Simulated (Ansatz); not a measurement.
**SiO2 (C2): refractive index against wavelength**

The refractive index of SiO2 (C2) along x below the direct gap (6.30 eV on the mesh) is read from one computed spectrum, n = √(Re ε). x, y and z are the Cartesian axes of the input cell.

The structure is monoclinic, space group C2 (No. 5). The conventional cell has a = 8.515 Å, b = 4.917 Å, c = 5.407 Å, α = 90.00°, β = 90.00°, γ = 90.00°. Si on site c is surrounded by 4 O at 1.60 to 1.62 Å. Around Si on site b lie 4 O at 1.61 Å. O on site c has 2 Si at 1.61 to 1.62 Å as nearest neighbours. O on site c is surrounded by 2 Si at 1.60 to 1.61 Å. Around O on site c lie 2 Si at 1.61 Å.

Method: Ansatz 0.2.0, PBE, independent particles, k-mesh 6×6×4 with interpolation inside its cells, Gaussian parameter 0.1 eV.

Launch of the response step: `ansatz run input.yaml --threads 4 --pin off --max-ram 8192MiB --backend cpu --events-out ev --progress --plain --runs-dir out`. The run took 35 s, on 4 threads of Intel(R) Xeon(R) Platinum 8488C (Sapphire Rapids), with other jobs on the host.

| wavelength (nm) | photon energy E (eV) | n |
| --- | --- | --- |
| 700 | 1.771 | 1.6098 |
| 633 | 1.959 | 1.6119 |
| 532 | 2.331 | 1.6170 |
| 450 | 2.755 | 1.6241 |
| 405 | 3.061 | 1.6301 |
| 365 | 3.397 | 1.6377 |
| 308 | 4.025 | ? |

In the single-oscillator model n² − 1 = E₀E_d/(E₀² − E²), so 1/(n² − 1) = E₀/E_d − E²/(E₀E_d) is linear in E².

Working, on the rows shown:

| x = E² (eV²) | y = 1/(n² − 1) |
| --- | --- |
| 3.13716 | 0.628355 |
| 3.83641 | 0.625695 |
| 5.43137 | 0.619314 |
| 7.59115 | 0.610612 |
| 9.37179 | 0.603418 |
| 11.5384 | 0.594509 |

Means: x̄ = 6.8177, ȳ = 0.61365. Σ(x − x̄)(y − ȳ) = -0.2167, Σ(x − x̄)² = 53.76. Slope = -0.2167 / 53.76 = -0.004031; intercept = ȳ − slope · x̄ = 0.64113. Turned back into n, the line misses the rows shown by at most 0.0001.

**Question.** Predict the last column of the withheld row from the fit.

**Answer.** At x = 16.204 the line gives y = 0.57581, that is 1.6543. The run gave 1.6550, so the extrapolation is off by 0.00071, 1.6 % of the range in the table.

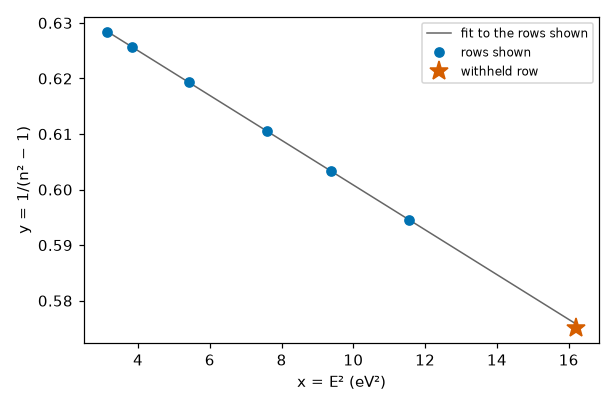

Refitted with all rows, the slope is -0.00408 and the intercept 0.64142. These give E₀ = √(intercept/−slope) = 12.54 eV and E_d = E₀/intercept = 19.5 eV; E₀ is 2.0 times the direct gap. The electronic limit at long wavelengths, without lattice vibrations, is n = √(1 + 1/intercept) = 1.600. Excitons are left out and so are local fields; PBE gaps are as a rule too small.
